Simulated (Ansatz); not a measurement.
# B2FH3N: rigid scan of one bond length, by script

How does the energy of B2FH3N change as one bond is stretched? A script is to give a rigid scan of one bond length; the system is B2FH3N.

Program: Ansatz 0.2.0, driven from Python. Level of theory: Hartree-Fock/def2-SVP. These are calculated values, not measurements.

## (1) The structure

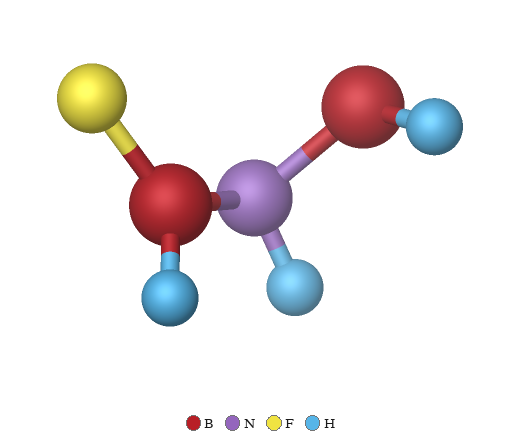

The structure that the script starts from, seen from a chosen angle (boron red, nitrogen purple, fluorine yellow, hydrogen blue).

No structure file is read: the coordinates are typed or built in the script.

## (2) The code

The input, b2fh3n.py:

```python
"""Potential curve of B2FH3N along one bond."""

import ansatz as az
from ase import Atoms
import matplotlib.pyplot as plt
import numpy as np

BASIS_SET = "def2-SVP"
XC = "hf"

atoms = Atoms(["B", "N", "B", "F", "H", "H", "H"], positions=[
    (1.4633, -0.127, -0.4791),
    (0.0824, -0.7665, -0.4208),
    (-0.9163, 0.3134, -0.0237),
    (-1.2674, 1.3586, -0.9587),
    (1.9358, 0.3858, 0.477),
    (0.111, -1.4668, 0.3541),
    (-1.4087, 0.3027, 1.0512),
])
geometry = az.Crystal.molecule_from_ase(atoms)

symbols = [site.symbol for site in geometry.cartesian_sites]
start = np.array([site.position_ang for site in geometry.cartesian_sites])
axis = (start[3] - start[2]) / np.linalg.norm(start[3] - start[2])
moving = [3]
lengths, energies = [1.272, 1.33, 1.388, 1.446, 1.503, 1.561, 1.619, 1.706], []
for length in lengths:
    xyz = start.copy()
    xyz[moving] += (length - np.linalg.norm(start[3] - start[2])) * axis
    point = az.Crystal.molecule()
    for symbol, place in zip(symbols, xyz):
        point = point.atom(symbol, place.tolist())
    calculation = point.calculation()
    calculation = calculation.basis(gaussian=BASIS_SET)
    calculation = calculation.functional(XC)
    calculation = calculation.spin("collinear", total=1)
    rep = calculation.run(threads=1).report
    energies.append(rep["free_energy_ev"])
    print(f"r = {length:6.3f} A  E = {energies[-1]:.5f} eV  <S^2> = {abs(rep['mean_field']['state']['spin_squared']):.3f}")

# quartic fit about the minimum
fit = np.polynomial.Polynomial.fit(lengths, np.array(energies) - min(energies), 4).convert()
roots = [r.real for r in fit.deriv().roots() if abs(r.imag) < 1e-9 and fit.deriv(2)(r.real) > 0]
r_e = min(roots, key=lambda r: abs(r - lengths[int(np.argmin(energies))]))
print(f"minimum of the fit at {r_e:.4f} A, force constant {fit.deriv(2)(r_e):.2f} eV/A^2")
plt.figure(figsize=(4.5, 3))
plt.plot(lengths, np.array(energies) - min(energies), "o-")
plt.xlabel("bond length (A)")
plt.ylabel("E - E(min) (eV)")
plt.tight_layout()
plt.savefig("scan.png", dpi=100)
```

## (3) The input behind the calls

The package turns the script's settings into the engine's input (first run):

```yaml
crystal:
  periodic: [false, false, false]
  atoms:
    - { symbol: B, position_ang: [1.4633, -0.127, -0.4791] }
    - { symbol: "N", position_ang: [0.0824, -0.7665, -0.4208] }
    - { symbol: B, position_ang: [-0.9163, 0.3134, -0.0237] }
    - { symbol: F, position_ang: [-1.2252236159627996, 1.2330438718436858, -0.8463818026921606] }
    - { symbol: H, position_ang: [1.9358, 0.3858, 0.477] }
    - { symbol: H, position_ang: [0.111, -1.4668, 0.3541] }
    - { symbol: H, position_ang: [-1.4087, 0.3027, 1.0512] }
basis:
  gaussian:
    orbitals: def2-SVP
hamiltonian:
  xc: hf
magnetization:
  spin_polarized: true
  initial_magnetization: 1.0
```

## (4) Launch

On the command line:

```bash
> python b2fh3n.py
```

Output:

```text
r =  1.272 A  E = -5574.45376 eV  <S^2> = 0.753
r =  1.330 A  E = -5574.48021 eV  <S^2> = 0.753
r =  1.388 A  E = -5574.36259 eV  <S^2> = 0.753
r =  1.446 A  E = -5574.14448 eV  <S^2> = 0.753
r =  1.503 A  E = -5573.86280 eV  <S^2> = 0.753
r =  1.561 A  E = -5573.53034 eV  <S^2> = 0.753
r =  1.619 A  E = -5573.16846 eV  <S^2> = 0.753
r =  1.706 A  E = -5572.59674 eV  <S^2> = 0.753
minimum of the fit at 1.3095 A, force constant 46.53 eV/A^2
```

Wall time 9.1 s (1 thread of INTEL XEON PLATINUM 8581C at 2.10GHz (Emerald Rapids), shared host); peak memory 0.24 GiB.

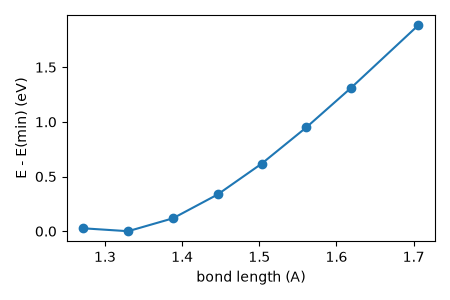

The script's own figure, scan.png.

## (5) Inputs of later runs

The engine's inputs for some of the other runs:

Run 3, against run 1:

```diff
@@ -7 +7 @@
-    - { symbol: F, position_ang: [-1.2252236159627996, 1.2330438718436858, -0.8463818026921606] }
+    - { symbol: F, position_ang: [-1.2533958954059479, 1.316910765816852, -0.9214062438181752] }
```

Run 7, against run 1:

```diff
@@ -7 +7 @@
-    - { symbol: F, position_ang: [-1.2252236159627996, 1.2330438718436858, -0.8463818026921606] }
+    - { symbol: F, position_ang: [-1.3094975898142867, 1.4839215632978988, -1.0708083636467043] }
```

Run 8, against run 1:

```diff
@@ -7 +7 @@
-    - { symbol: F, position_ang: [-1.2252236159627996, 1.2330438718436858, -0.8463818026921606] }
+    - { symbol: F, position_ang: [-1.3306267993966479, 1.5468217337777734, -1.1270766944912154] }
```

## (6) Run by run

From the records of these 8 runs:

| run | distance (Å) | energy from run 2 (eV) | <S²> | SCF cycles | CPU time (s) |
| --- | --- | --- | --- | --- | --- |
| 1 | 1.27 | 0.0264 | 0.75 | 59 | 0.96 |
| 2 | 1.33 | 0.0000 | 0.75 | 69 | 1.1 |
| 3 | 1.39 | 0.1176 | 0.75 | 53 | 0.9 |
| 4 | 1.45 | 0.3357 | 0.75 | 53 | 0.97 |
| 5 | 1.50 | 0.6174 | 0.75 | 53 | 0.89 |
| 6 | 1.56 | 0.9499 | 0.75 | 59 | 0.99 |
| 7 | 1.62 | 1.3118 | 0.75 | 53 | 0.95 |
| 8 | 1.71 | 1.8835 | 0.75 | 51 | 0.9 |

## (7) Results

| quantity | value |
| --- | --- |
| bond length at the fit's minimum | 1.3095 Å |
| runs compared | 8 |
| range of energy | 1.883 eV |
| lowest point, distance (Å) | 1.33 |

The lowest point, at 1.33, lies inside the range. The ends stand 0.0264 and 1.88 eV above it. The distance scanned is the script's pair 2, 3. Reading the output:
- The rest of the molecule is held rigid at a force-field or estimated start geometry, and the basis set is modest; single-reference methods fail as a bond breaks.
- The species is open-shell (spin multiplicity 2).
